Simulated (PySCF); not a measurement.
**C$_{3}$H$_{5}$BrGeN$_{2}$: saddle-point search**

- system: C$_{3}$H$_{5}$BrGeN$_{2}$
- method: B3LYP-D3(BJ)/def2-SVP saddle search from the GFN2-xTB point and Hessian, gas phase (PySCF 2.14.0)

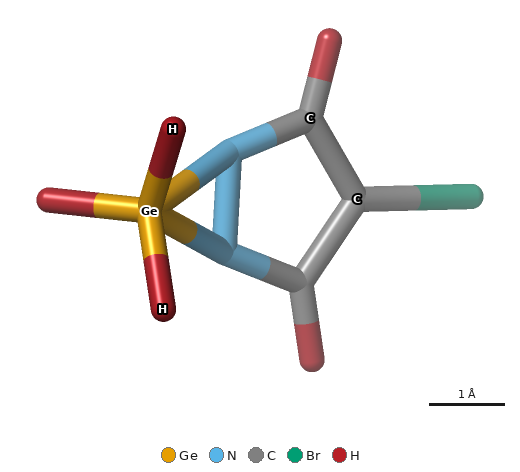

Figure 1. The starting structure (stick view, seen at a tilt). Sticks mark near contacts.

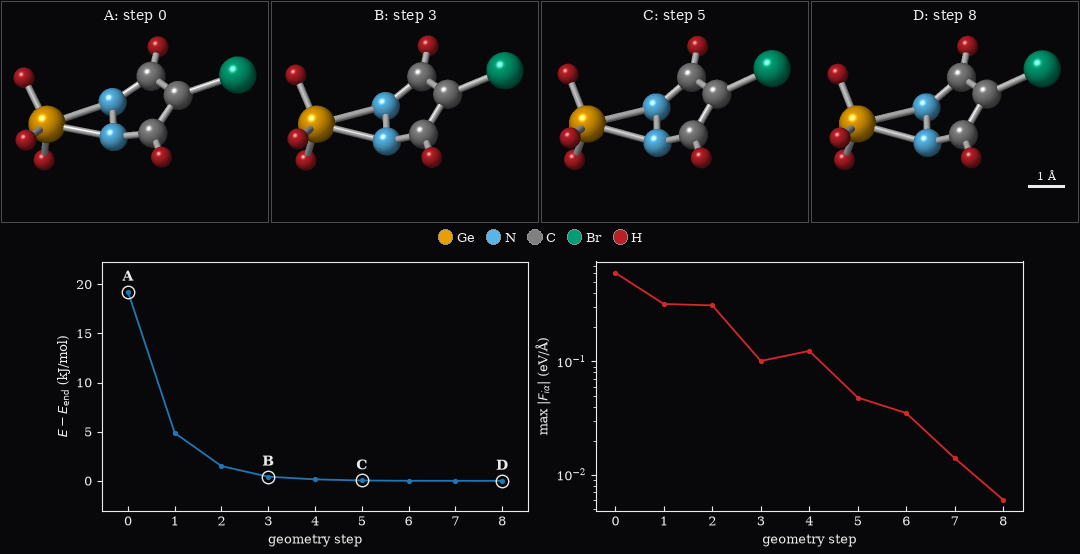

Figure 2. Frames of the saddle-point search (ball-and-stick view, seen at a tilt) above the curves, on which the letters mark them (steps are counted from 0).

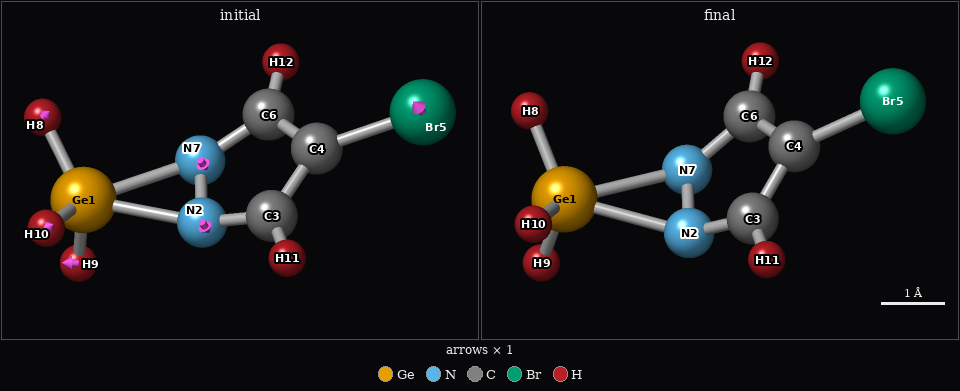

Figure 3. Before (left) and after (right) the saddle-point search, at one scale (ball-and-stick view, seen at a tilt). The pink arrows give the displacements, at true length. Over 8 geometry steps the energy falls by 19.2 kJ/mol. Largest force component: 0.61 eV/Å at the start, 0.006 eV/Å at the end. The largest move after the best rigid fit is that of Br5, 0.30 Å. Largest moves by element: Br 0.30 Å, H 0.27 Å, N 0.26 Å, C 0.07 Å, Ge 0.02 Å. Among the contacts that change: Ge1–N2 2.011 → 2.102 Å, Ge1–H9 1.489 → 1.530 Å, Ge1–H10 1.516 → 1.549 Å, N2–N7 1.362 → 1.385 Å. Among the angles that change: Ge1–N7–C6 157.8° → 142.0°, N2–Ge1–H9 97.2° → 100.5°. (Atoms are counted from 1 in the order of the input.)

These pictures come from the run below.

The input:
```
{"job": {"xc": "B3LYP", "basis": "def2-SVP", "kind": "refine"}, "charge": 0, "multiplicity": 1}
Ge    -1.137256     1.643334     0.543146
N     -0.747975    -0.244292    -0.030704
C     -0.270576    -1.476837     0.050229
C      1.054616    -1.452505    -0.369146
Br     2.215491    -2.924250    -0.536035
C      1.340070    -0.125031    -0.667354
N      0.239280     0.584307    -0.470551
H     -0.167517     2.721721     0.984736
H     -1.977371     2.024096    -0.625232
H     -1.931221     1.241454     1.770512
H     -0.869514    -2.305923     0.370551
H      2.251973     0.313925    -1.020151
```

The first line tells a small driver script what to run in PySCF; the rest is the geometry in Å.

Launch command:
```bash
OMP_NUM_THREADS=1 python <driver script> task.json out
```

What the program printed:
```
step      E/eV     max force
  0   -132717.34645   0.8499
  1   -132717.49532   0.3733
  2   -132717.53030   0.3271
  3   -132717.54148   0.1278
  4   -132717.54431   0.1456
  5   -132717.54549   0.0726
  6   -132717.54578   0.0403
  7   -132717.54582   0.0185
  8   -132717.54584   0.0078
```

Trajectory as extended XYZ (Å, eV, eV/Å), 9 frames, from step=0 to step=8:
```
12
Properties=species:S:1:pos:R:3:forces:R:3 step=0 energy=-132717.34645
Ge   -1.1373    1.6433    0.5431   -0.2200   0.5100   0.4680
N    -0.7480   -0.2443   -0.0307   -0.4030  -0.2030  -0.3280
C    -0.2706   -1.4768    0.0502   -0.0010  -0.4360   0.1990
C     1.0546   -1.4525   -0.3691    0.4880  -0.6070  -0.0480
Br    2.2155   -2.9243   -0.5360   -0.0240   0.0130  -0.0300
C     1.3401   -0.1250   -0.6674    0.4780  -0.0350  -0.0150
N     0.2393    0.5843   -0.4706    0.0440   0.1760  -0.5280
H    -0.1675    2.7217    0.9847    0.3460   0.5130   0.2220
H    -1.9774    2.0241   -0.6252   -0.5550   0.3900  -0.5120
H    -1.9312    1.2415    1.7705   -0.3670  -0.0850   0.5400
H    -0.8695   -2.3059    0.3706   -0.3290  -0.4830   0.2100
H     2.2520    0.3139   -1.0202    0.5420   0.2470  -0.1780
12
Properties=species:S:1:pos:R:3:forces:R:3 step=1 energy=-132717.49532
Ge   -1.1515    1.6655    0.5528    0.0090   0.0520   0.1180
N    -0.7623   -0.2646   -0.0928   -0.3220   0.0190  -0.1230
C    -0.2668   -1.4946    0.0419    0.0020  -0.1960   0.1070
C     1.0716   -1.4652   -0.3550    0.2410  -0.2850   0.0040
Br    2.2396   -2.9322   -0.4968   -0.0030   0.0030  -0.0020
C     1.3517   -0.1362   -0.6791    0.2240  -0.0110   0.0090
N     0.2289    0.5673   -0.5344   -0.0600   0.2410  -0.2410
H    -0.1489    2.7408    1.0034    0.1200   0.1600   0.0740
H    -2.0324    2.1034   -0.5991   -0.2010   0.1630  -0.1430
H    -1.9402    1.2372    1.8016   -0.1120  -0.0350   0.1780
H    -0.8646   -2.3281    0.3780   -0.1740  -0.2440   0.1090
H     2.2749    0.3068   -1.0207    0.2760   0.1330  -0.0910
12
Properties=species:S:1:pos:R:3:forces:R:3 step=2 energy=-132717.53030
Ge   -1.1422    1.6513    0.5478   -0.1570   0.1770  -0.0160
N    -0.7960   -0.2762   -0.1754    0.0690  -0.3130   0.0300
C    -0.2724   -1.4973    0.0378   -0.0610   0.1150  -0.0370
C     1.0829   -1.4614   -0.3226   -0.0770   0.0750  -0.0340
Br    2.2591   -2.9251   -0.4402   -0.0170   0.0550   0.0650
C     1.3524   -0.1336   -0.6866   -0.1170   0.0690  -0.0130
N     0.2021    0.5616   -0.6206    0.2910  -0.1330  -0.0680
H    -0.1203    2.7158    1.0123    0.0810   0.0010   0.0090
H    -2.0737    2.1799   -0.5496    0.0350  -0.0220   0.0370
H    -1.9172    1.2095    1.8116   -0.0020  -0.0680   0.0460
H    -0.8648   -2.3361    0.3960   -0.0410   0.0070  -0.0010
H     2.2902    0.3118   -1.0106   -0.0040   0.0380  -0.0180
12
Properties=species:S:1:pos:R:3:forces:R:3 step=3 energy=-132717.54148
Ge   -1.1405    1.6512    0.5499    0.0450  -0.0430   0.0160
N    -0.8135   -0.2810   -0.2148    0.0410  -0.0540  -0.0130
C    -0.2849   -1.4932    0.0201   -0.0080   0.0480  -0.0150
C     1.0750   -1.4517   -0.3218    0.0250  -0.0190   0.0180
Br    2.2810   -2.9003   -0.3458   -0.0770   0.1010   0.0140
C     1.3405   -0.1284   -0.7041   -0.0470   0.0130   0.0040
N     0.1879    0.5597   -0.6610    0.0350  -0.0530  -0.0090
H    -0.0792    2.6802    1.0169   -0.0070  -0.0110  -0.0070
H    -2.0811    2.2036   -0.5223   -0.0010   0.0050   0.0100
H    -1.8843    1.1659    1.8204    0.0070   0.0010  -0.0130
H    -0.8791   -2.3285    0.3848   -0.0100   0.0030  -0.0010
H     2.2782    0.3225   -1.0222   -0.0030   0.0090  -0.0040
12
Properties=species:S:1:pos:R:3:forces:R:3 step=4 energy=-132717.54431
Ge   -1.1243    1.6301    0.5493   -0.0840   0.0470  -0.0970
N    -0.8367   -0.2853   -0.2728    0.0660  -0.1050   0.0520
C    -0.2969   -1.4851    0.0058    0.0060   0.0700  -0.0240
C     1.0712   -1.4375   -0.3040   -0.0890   0.0920  -0.0290
Br    2.2937   -2.8660   -0.2528   -0.0310   0.0400   0.0060
C     1.3276   -0.1215   -0.7196   -0.0780   0.0020   0.0090
N     0.1666    0.5568   -0.7210    0.1240  -0.0720   0.0250
H    -0.0420    2.6334    1.0210    0.0150  -0.0170  -0.0090
H    -2.0896    2.2373   -0.4801    0.0790  -0.0570   0.0690
H    -1.8479    1.1233    1.8219    0.0070  -0.0240  -0.0030
H    -0.8895   -2.3175    0.3810   -0.0030   0.0170  -0.0020
H     2.2676    0.3320   -1.0286   -0.0120   0.0070   0.0020
12
Properties=species:S:1:pos:R:3:forces:R:3 step=5 energy=-132717.54549
Ge   -1.1241    1.6308    0.5471    0.0480  -0.0370   0.0400
N    -0.8380   -0.2850   -0.2718   -0.0150   0.0310  -0.0240
C    -0.3009   -1.4832    0.0018    0.0050  -0.0170   0.0140
C     1.0651   -1.4333   -0.3091    0.0420  -0.0440   0.0200
Br    2.2927   -2.8561   -0.2367   -0.0210   0.0150  -0.0160
C     1.3239   -0.1190   -0.7215    0.0240   0.0010   0.0090
N     0.1657    0.5576   -0.7186   -0.0460   0.0220  -0.0100
H    -0.0325    2.6261    1.0168   -0.0190   0.0000  -0.0040
H    -2.0839    2.2289   -0.4795   -0.0200   0.0150  -0.0140
H    -1.8369    1.1105    1.8220    0.0030   0.0180  -0.0190
H    -0.8945   -2.3143    0.3776    0.0050   0.0000   0.0000
H     2.2634    0.3369   -1.0280   -0.0050  -0.0050   0.0040
12
Properties=species:S:1:pos:R:3:forces:R:3 step=6 energy=-132717.54578
Ge   -1.1231    1.6264    0.5480   -0.0090  -0.0040  -0.0130
N    -0.8387   -0.2833   -0.2779    0.0120  -0.0140   0.0110
C    -0.3004   -1.4808    0.0035   -0.0030   0.0190  -0.0040
C     1.0665   -1.4322   -0.3043   -0.0260   0.0280  -0.0040
Br    2.2900   -2.8555   -0.2367    0.0150  -0.0180  -0.0010
C     1.3248   -0.1186   -0.7215   -0.0250   0.0080  -0.0020
N     0.1655    0.5583   -0.7261    0.0350  -0.0200  -0.0010
H    -0.0323    2.6215    1.0167   -0.0010   0.0000   0.0020
H    -2.0853    2.2299   -0.4762    0.0010   0.0020   0.0060
H    -1.8371    1.1088    1.8213   -0.0040   0.0000   0.0040
H    -0.8944   -2.3111    0.3806    0.0020   0.0020   0.0020
H     2.2645    0.3368   -1.0276    0.0020  -0.0020   0.0000
12
Properties=species:S:1:pos:R:3:forces:R:3 step=7 energy=-132717.54582
Ge   -1.1242    1.6305    0.5474    0.0090  -0.0100  -0.0020
N    -0.8365   -0.2851   -0.2698    0.0050  -0.0080   0.0000
C    -0.2987   -1.4837    0.0051   -0.0040   0.0120   0.0000
C     1.0675   -1.4346   -0.3067   -0.0120   0.0140  -0.0010
Br    2.2899   -2.8597   -0.2497    0.0110  -0.0130  -0.0010
C     1.3257   -0.1197   -0.7192   -0.0100   0.0060   0.0040
N     0.1668    0.5574   -0.7172    0.0060  -0.0060   0.0000
H    -0.0371    2.6292    1.0175   -0.0020   0.0000  -0.0010
H    -2.0838    2.2290   -0.4817   -0.0020   0.0020   0.0000
H    -1.8428    1.1162    1.8199    0.0010   0.0010   0.0000
H    -0.8918   -2.3151    0.3810    0.0020   0.0020  -0.0010
H     2.2650    0.3357   -1.0267   -0.0020  -0.0010   0.0010
12
Properties=species:S:1:pos:R:3:forces:R:3 step=8 energy=-132717.54584
Ge   -1.1233    1.6291    0.5470   -0.0060   0.0040  -0.0030
N    -0.8373   -0.2851   -0.2718    0.0000  -0.0020  -0.0020
C    -0.2993   -1.4831    0.0043    0.0000  -0.0010   0.0010
C     1.0669   -1.4340   -0.3064    0.0030  -0.0030   0.0030
Br    2.2905   -2.8592   -0.2465   -0.0030   0.0020  -0.0020
C     1.3253   -0.1194   -0.7193    0.0010   0.0010   0.0010
N     0.1664    0.5573   -0.7189   -0.0010   0.0010  -0.0020
H    -0.0365    2.6282    1.0164    0.0020   0.0010   0.0010
H    -2.0849    2.2300   -0.4796    0.0040  -0.0040   0.0040
H    -1.8402    1.1144    1.8202    0.0010  -0.0010   0.0000
H    -0.8925   -2.3143    0.3805    0.0000   0.0000   0.0000
H     2.2649    0.3360   -1.0259   -0.0020   0.0000   0.0000
```

Key numbers:

- outcome: converged
- total energy: −4877.279891 hartree
- hardware: 1 CPU thread, shared host
- wall time: 1.9 min
- peak memory: 0.77 GiB
